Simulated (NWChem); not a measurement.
**B3LYP/def2-TZVP run of C2H2S (ethenethione)**

Aim: the energy change on altering one bond length of C2H2S (ethenethione) at B3LYP/def2-TZVP, from 2 runs. 

The results are computed with NWChem 7.3.0.

### Step 1. The structure to begin with

C2H2S: 5 atoms, total charge 0, spin state singlet. SMILES: `C=C=S`. The coordinates come from a PBE0-D4/def2-TZVP relaxation.

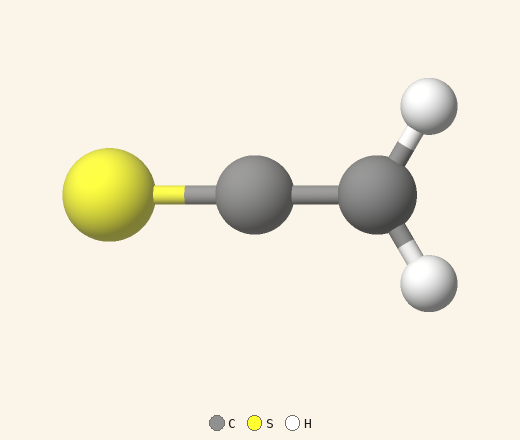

Viewed from a chosen angle; carbon grey, sulfur yellow, hydrogen white.

### Step 2. Energy and forces at B3LYP/def2-TZVP

Contents of c2h2s.xyz:

```xyz
5

C      0.548210    -0.249340     0.104130
C     -0.620590     0.282310    -0.117960
S     -2.011740     0.915010    -0.382210
H      1.399960     0.016540    -0.510810
H      0.684170    -0.964520     0.906870
```

Contents of run.py:

```python
from ase.io import read
from ase.calculators.nwchem import NWChem

atoms = read('c2h2s.xyz')

calc = NWChem(
    label='c2h2s',
    theory='dft',
    memory='2200 mb',
    basis='def2-TZVP',
    basispar='spherical bse',
    dft={'xc': 'b3lyp', 'mult': '1', 'grid': 'fine', 'convergence': 'energy 1e-08', 'iterations': '100', 'mulliken': None},
)
atoms.calc = calc

forces = atoms.get_forces()
e = atoms.get_potential_energy()
print(f"E = {e:.6f} eV")
print("forces (eV/A):")
for s, f in zip(atoms.symbols, forces):
    print(f"{s:2s} {f[0]:10.5f} {f[1]:10.5f} {f[2]:10.5f}")
print("dipole (e A):", atoms.get_dipole_moment().round(4))
```

Started as:

```sh
$ export ASE_NWCHEM_COMMAND="nwchem PREFIX.nwi > PREFIX.nwo"
$ python run.py
```

What it wrote:

```text
E = -12942.234739 eV
forces (eV/A):
C     0.10475   -0.04798    0.02047
C     0.09472   -0.04314    0.01800
S    -0.21633    0.09847   -0.04119
H    -0.00782   -0.02592    0.03348
H     0.02463    0.01851   -0.03075
dipole (e A): [ 0.1901 -0.0864  0.0361]
```

The calculator wrote c2h2s.nwi:

```
title "c2h2s"

permanent_dir c2h2s

scratch_dir c2h2s

start c2h2s

geometry units angstrom nocenter noautosym noautoz
  C  5.4820999999999998e-01 -2.4934000000000001e-01 1.0413000000000000e-01
  C  -6.2058999999999997e-01 2.8231000000000001e-01 -1.1796000000000000e-01
  S  -2.0117400000000001e+00 9.1500999999999999e-01 -3.8220999999999999e-01
  H  1.3999600000000001e+00 1.6539999999999999e-02 -5.1080999999999999e-01
  H  6.8416999999999994e-01 -9.6452000000000004e-01 9.0686999999999995e-01
end

memory 2200 mb

basis spherical bse noprint
   * library def2-TZVP
end

dft
  xc b3lyp
  mult 1
  grid fine
  convergence energy 1e-08
  iterations 100
  mulliken
end

task dft gradient
```

c2h2s.nwo (excerpt; [...] marks lines left out):

```text
[...]
      One electron energy =     -810.226321726508
[... 1 line left out ...]
    Exchange-Corr. energy =      -37.253382198832
[... 6 lines left out ...]
                       DFT Final Molecular Orbital Analysis
[... 854 lines left out ...]
          Convergence on density requested:  1.00D-05
[...]
  wavefunction    = closed shell
                         DFT ENERGY GRADIENTS
    atom               coordinates                        gradient
                 x          y          z           x          y          z
   1 C       1.035967  -0.471184   0.196777   -0.002037   0.000933  -0.000398
   2 C      -1.172745   0.533489  -0.222912   -0.001842   0.000839  -0.000350
   3 S      -3.801637   1.729118  -0.722272    0.004207  -0.001915   0.000801
   4 H       2.645541   0.031256  -0.965291    0.000152   0.000504  -0.000651
   5 H       1.292894  -1.822679   1.713736   -0.000479  -0.000360   0.000598
[...]
```

Wall time 33 s (1 thread of Intel Xeon 6975P-C (Granite Rapids), shared host); peak memory 0.14 GiB.

### Step 3. The distorted shape: the energy at B3LYP/def2-TZVP

Contents of nw.nw:

```
start nw
title "C2H2S energy"
memory total 2200 mb

geometry units angstrom noautosym nocenter noautoz
C        0.480232       0.108238      -0.297227
C       -0.688568       0.639888      -0.519317
S       -2.079718       1.272588      -0.783567
H        1.331982       0.374118      -0.912167
H        0.684170      -0.964520       0.906870
end

basis spherical bse
* library def2-TZVP
end

dft
xc b3lyp
mult 1
grid fine
convergence energy 1e-08
iterations 100
mulliken
end

task dft
```

Started as:

```sh
$ nwchem nw.nw > nw.out
```

What it wrote:

```text
[...]
          Wavefunction type:  closed shell.
          No. of atoms     :     5
          No. of electrons :    30
[...]
          Charge           :     0
          Spin multiplicity:     1
[...]
          AO basis - number of functions:   111
[...]
              XC Information
              --------------
                         B3LYP Method XC Potential
                     Hartree-Fock (Exact) Exchange  0.200
                        Slater Exchange Functional  0.800 local
                    Becke 1988 Exchange Functional  0.720 non-local
              Lee-Yang-Parr Correlation Functional  0.810
                  VWN I RPA Correlation Functional  0.190 local
[...]
 d= 0,ls=0.0,diis     1   -475.4899593205 -5.53D+02  6.65D-03  7.18D-01     2.4
[...]
 d= 0,ls=0.0,diis    11   -475.5407265729 -5.13D-09  6.48D-07  1.63D-08    22.9
         Total DFT energy =     -475.540726572860
      One electron energy =     -807.097258382463
           Coulomb energy =      291.065843751001
    Exchange-Corr. energy =      -37.116184562971
 Nuclear repulsion energy =       77.606872621573
[...]
      Total Density - Mulliken Population Analysis
     ---------------------------------------------
    Atom       Charge   Shell Charges
 -----------   ------   -------------------------------------------------------
    1 C    6     6.28   0.85  1.12  0.52  0.62  0.14  1.27  1.19  0.52  0.01  0.02  0.00
    2 C    6     5.92   0.86  1.11  0.60  0.49  0.05  1.24  1.14  0.32  0.02  0.07  0.01
    3 S   16    16.10   2.01  0.47  1.48  1.14  0.73  4.19  1.66  0.96  2.23  1.09  0.04  0.07  0.01
    4 H    1     0.84   0.27  0.47  0.08  0.02
    5 H    1     0.86   0.17  0.44  0.24  0.01
[...]
```

Wall time 24 s (1 thread of Intel Xeon 6975P-C (Granite Rapids), shared host); peak memory 0.12 GiB.

### Step 4. What came out

At B3LYP/def2-TZVP:

| quantity | value |
| --- | --- |
| first shape: total energy | -475.61836 Eh |
| first shape: dipole moment | 1.02 D |
| first shape: HOMO energy | -6.39 eV |
| first shape: LUMO energy | -2.35 eV |
| first shape: HOMO–LUMO gap | 4.04 eV |
| first shape: largest force on an atom | 0.241 eV/Å |
| distorted shape: total energy | -475.54073 Eh |
| distorted shape: dipole moment | 0.96 D |
| distorted shape: HOMO energy | -6.41 eV |
| distorted shape: LUMO energy | -3.08 eV |
| distorted shape: HOMO–LUMO gap | 3.34 eV |
| energy change with the C1–H5 bond stretched from 1.084 to 1.625 Å | 2.112 eV |

**Reading.** One bond (distorted shape) is far stretched, which a spin-restricted single reference describes badly; a broken-symmetry solution may lie lower. With the C1–H5 bond stretched from 1.084 to 1.625 Å the energy rises by 2.11 eV (49 kcal/mol). The first shape isn't relaxed at this level, so the change isn't measured from a minimum. A restricted reference can't describe the breaking bond well at this length. Mulliken charges (distorted shape) run from -0.28 on C1 to +0.16 on H4.
